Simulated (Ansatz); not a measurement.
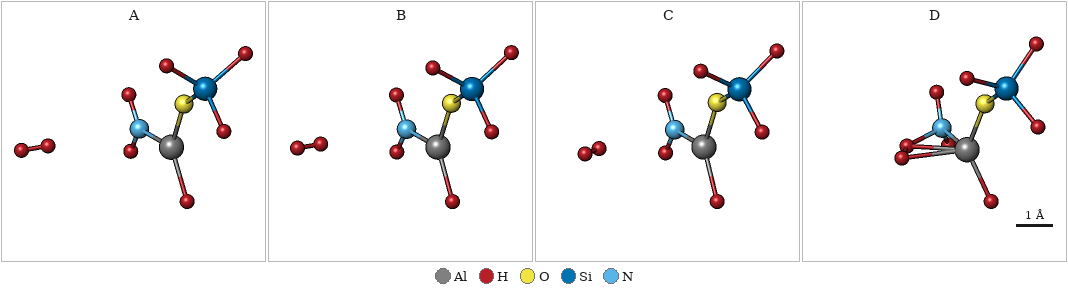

4 geometries from a converged minimum-energy path of AlSiNH₈O, shuffled. Style: ball-and-stick. Shown from a free direction.

All numbers below come from RKS PBE-D4/6-31G* in Ansatz. Set-up: 5 movable images; climbing image; force threshold 0.05 eV/Å; iteration limit 60; starting path through a guess of the saddle point.

Question: Which frame is the top of the path?

Answer: D. In order along the path, whose images run from 0 to 6: D (image 2, +30.6 kcal/mol), C (image 4, +14.2 kcal/mol), B (image 5, +13.9 kcal/mol), A (image 6, +13.8 kcal/mol). Breaking: Al–H (1.61 → 4.26 Å), H–N (1.03 → 2.67 Å). Forming: H–H (2.91 → 0.75 Å).

The run took 2.7 min on 2 threads of AMD EPYC 7R43 64-Core Processor (Zen 3), on a shared host, peak memory 0.14 GiB.
